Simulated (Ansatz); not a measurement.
**C2H3FSSi: reading failed and doubtful runs**

3 inputs were typed for C2H3FSSi. Each is run as it stands; the log then has to tell whether the result can be used.

The runs use Ansatz 0.2.0, Gaussian basis; the settings change from run to run.

### Step 1. The relaxed structure

The geometry comes from an earlier relaxation with PBE0-D4 in a triple-zeta def2 set; it is a stationary point, not always the lowest conformer.

SMILES `FC1=C(S)[SiH2]1`, 8 atoms, charge 0, spin multiplicity 1.

Atoms are counted from 1 here; the program's logs count them from 0.

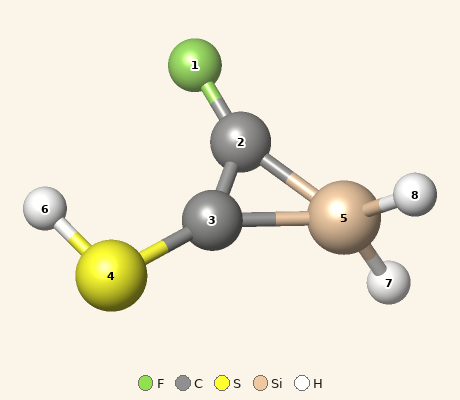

The geometry (fluorine green, carbon grey, sulfur yellow, silicon light orange, hydrogen white); atoms are numbered from 1 in the order of the file.

Geometry (Å):

| atom | x (Å) | y (Å) | z (Å) |
| --- | --- | --- | --- |
| F1 | 1.5109 | 1.5943 | 0.0255 |
| C2 | 0.7987 | 0.4791 | 0.0224 |
| C3 | -0.5019 | 0.2095 | -0.0447 |
| S4 | -2.0436 | 0.9546 | -0.1615 |
| Si5 | 0.5474 | -1.2898 | 0.0693 |
| H6 | -1.6250 | 2.2340 | -0.1814 |
| H7 | 0.7744 | -2.1617 | -1.1099 |
| H8 | 0.6310 | -2.0769 | 1.3246 |

### Step 2. Attempt 1

File in.yaml:

```yaml
crystal:
  periodic: [false, false, false]
  atoms:
    - {symbol: F, position_ang: [3.324003, 3.507368, 0.056131]}
    - {symbol: C, position_ang: [1.757143, 1.054039, 0.049377]}
    - {symbol: C, position_ang: [-1.104170, 0.460893, -0.098447]}
    - {symbol: S, position_ang: [-4.495876, 2.100177, -0.355377]}
    - {symbol: Si, position_ang: [1.204290, -2.837609, 0.152424]}
    - {symbol: H, position_ang: [-3.574959, 4.914729, -0.399142]}
    - {symbol: H, position_ang: [1.703699, -4.755824, -2.441858]}
    - {symbol: H, position_ang: [1.388267, -4.569176, 2.914134]}
basis:
  gaussian: {orbitals: def2-mTZVPP}
hamiltonian: {xc: {name: PBE0}, dispersion: d3bj, pseudopotentials: {relativity: scalar}}
output: {forces: true}
```

Command:

```
> ansatz run in.yaml --threads 2 --pin off --events-out ev --progress --plain --max-ram 4352MiB
```

What it wrote, cut to the lines that bear on the results:

```text
Functional definition: PBE0
  name "PBE0"
  cite "Adamo & Barone, J. Chem. Phys. 110, 6158 (1999) doi:10.1063/1.478522"
  cite "Perdew, Burke & Ernzerhof, Phys. Rev. Lett. 77, 3865 (1996) doi:10.1103/PhysRevLett.77.3865"
  parent pbe
[...]
1187 factors; integrals over basis functions are off by at most 4.9e-4 eV
[...]
mean field -23549.04942964 eV, -865.4116044203 hartree, gradient 1.8e-5 eV, S^2 0.000000; 10 other end points of the search recorded, 0 dependent functions left out
[...]
reference -23549.04946725 eV, -865.4116058024 hartree; 27, 27 occupied and 104, 104 virtual orbitals, 1187 factors
Total energy: -23549.15936716 eV, -865.4156445496 hartree
Relativity: scalar
Atom 0 at     3.324003     3.507368     0.056131 Å, force    -0.960335    -1.301999    -0.011169 eV/Å
Atom 1 at     1.757143     1.054039     0.049377 Å, force    -0.902242     0.670445    -0.076506 eV/Å
Atom 2 at    -1.104170     0.460893    -0.098447 Å, force     1.150404     0.493316     0.050538 eV/Å
Atom 3 at    -4.495876     2.100177    -0.355377 Å, force     1.369545     1.477381     0.029235 eV/Å
Atom 4 at     1.204290    -2.837609     0.152424 Å, force     0.230133    -1.169883     0.054331 eV/Å
Atom 5 at    -3.574959     4.914729    -0.399142 Å, force    -0.572235    -1.776813     0.028166 eV/Å
Atom 6 at     1.703699    -4.755824    -2.441858 Å, force    -0.230856     0.847099     1.205980 eV/Å
Atom 7 at     1.388267    -4.569176     2.914134 Å, force    -0.084415     0.760454    -1.280575 eV/Å
Dipole moment:    -0.634333    -1.534068     0.016124 e Å
```

Wall time 17 s (2 threads of Arm Neoverse V1, shared host); peak memory 0.3 GiB.

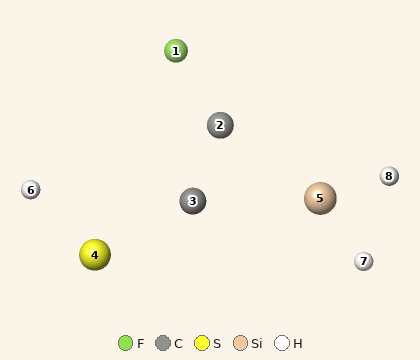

The geometry of this input.

What is wrong: It ended without an error, which proves nothing about the input. The geometry is stretched to more than twice its size. The shortest distance is 2.91 Å (F1–C2), against 1.32 Å in the relaxed molecule. Its energy is no property of the relaxed molecule. To mend it, use the relaxed coordinates.

### Step 3. Attempt 2

File in.yaml:

```yaml
crystal:
  periodic: [true, true, true]
  atoms:
    - {symbol: F, position_ang: [1.510910, 1.594258, 0.025514]}
    - {symbol: C, position_ang: [0.798701, 0.479109, 0.022444]}
    - {symbol: C, position_ang: [-0.501895, 0.209497, -0.044749]}
    - {symbol: S, position_ang: [-2.043580, 0.954626, -0.161535]}
    - {symbol: Si, position_ang: [0.547405, -1.289822, 0.069284]}
    - {symbol: H, position_ang: [-1.624981, 2.233968, -0.181428]}
    - {symbol: H, position_ang: [0.774408, -2.161738, -1.109936]}
    - {symbol: H, position_ang: [0.631030, -2.076898, 1.324606]}
basis:
  gaussian: {orbitals: cc-pVDZ, nuclear_model: gaussian}
hamiltonian: {xc: {name: BHLYP}, dispersion: d4, pseudopotentials: {relativity: scalar}}
```

Same command.

What it wrote:

```text
Error: YAML parse error: error: line 2 column 3: crystal: missing field `lattice` (a structure is typed as `lattice` and `atoms`, a molecule's as `atoms` in Å alone, or read from a run's directory, `checkpoint`)
 --> <input>:2:3
  |
1 | crystal:
2 |   periodic: [true, true, true]
  |   ^ crystal: missing field `lattice` (a structure is typed as `lattice` and `atoms`, a molecule's as `atoms` in Å alone, or read from a run's directory, `checkpoint`)
3 |   atoms:
4 |     - {symbol: F, position_ang: [1.510910, 1.594258, 0.025514]}
  |
```

Wall time 0.05 s (2 threads of Arm Neoverse V1, shared host).

**Diagnosis.** The program refused the input. The molecule is marked periodic without a cell. Cure: set periodic to false, or give a lattice.

### Step 4. Attempt 3

File in.yaml:

```yaml
crystal:
  periodic: [false, false, false]
  atoms:
    - {symbol: F, position_ang: [1.057637, 0.956555, 0.017860]}
    - {symbol: C, position_ang: [0.479221, 0.335376, 0.013466]}
    - {symbol: C, position_ang: [-0.351327, 0.146648, -0.031324]}
    - {symbol: S, position_ang: [-1.226148, 0.668238, -0.113075]}
    - {symbol: Si, position_ang: [0.328443, -0.773893, 0.041570]}
    - {symbol: H, position_ang: [-0.974989, 1.563777, -0.127000]}
    - {symbol: H, position_ang: [0.464645, -1.513217, -0.665961]}
    - {symbol: H, position_ang: [0.441721, -1.453829, 0.794764]}
basis:
  gaussian: {orbitals: def2-mTZVPP}
hamiltonian: {xc: {name: PBE0}}
correlation: {method: rpa}
scf: {lower_state_search: full}
```

Same command.

What it wrote, cut to the lines that bear on the results:

```text
Functional definition: PBE0
  name "PBE0"
  cite "Adamo & Barone, J. Chem. Phys. 110, 6158 (1999) doi:10.1063/1.478522"
  cite "Perdew, Burke & Ernzerhof, Phys. Rev. Lett. 77, 3865 (1996) doi:10.1103/PhysRevLett.77.3865"
  parent pbe
[...]
1185 factors; integrals over basis functions are off by at most 8.6e-4 eV
[...]
mean field -23430.69827359 eV, -861.0622796568 hartree, gradient 5.4e-6 eV, S^2 0.000000; 0 other end points of the search recorded, 0 dependent functions left out
13 core orbitals not correlated: weight in the atoms' cores, before any rotation towards them, 0.996 or more for the frozen orbitals, at most 0.002 for the correlated occupied ones
reference -23381.47912498 eV, -859.2535093072 hartree; 14, 14 occupied and 104, 104 virtual orbitals, 1185 factors
Total energy: -23409.09178217 eV, -860.2682557423 hartree
```

It took 4.9 s on 2 threads of Arm Neoverse V1, shared host; peak memory 0.36 GiB.

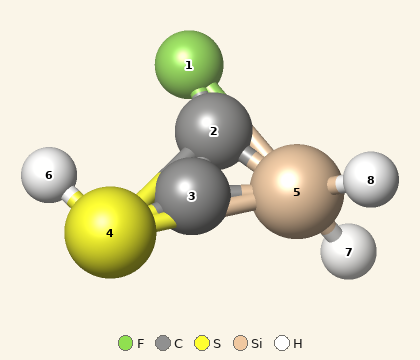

The geometry of this input.

Diagnosis: The run converged, but a converged run isn't a right one. The geometry is squeezed well below its size. The shortest distance is 0.85 Å (F1–C2), against 1.32 Å in the relaxed molecule. Its energy is no property of the relaxed molecule. Fix: use the relaxed coordinates.

### Step 5. Summary

| attempt | level | ended | cause | time |
| --- | --- | --- | --- | --- |
| 1 | PBE0/def2-mTZVPP | converged | the geometry is stretched to more than twice its size | 17 s |
| 2 | BHLYP/cc-pVDZ | refused | the molecule is marked periodic without a cell | 0.05 s |
| 3 | RPA/def2-mTZVPP | converged | the geometry is squeezed well below its size | 4.9 s |

2 converged, 1 refused. A refusal costs next to no computing time. The dangerous case is the input that converges on a wrong geometry, charge, spin, basis or grid: often only a look at the input shows it.
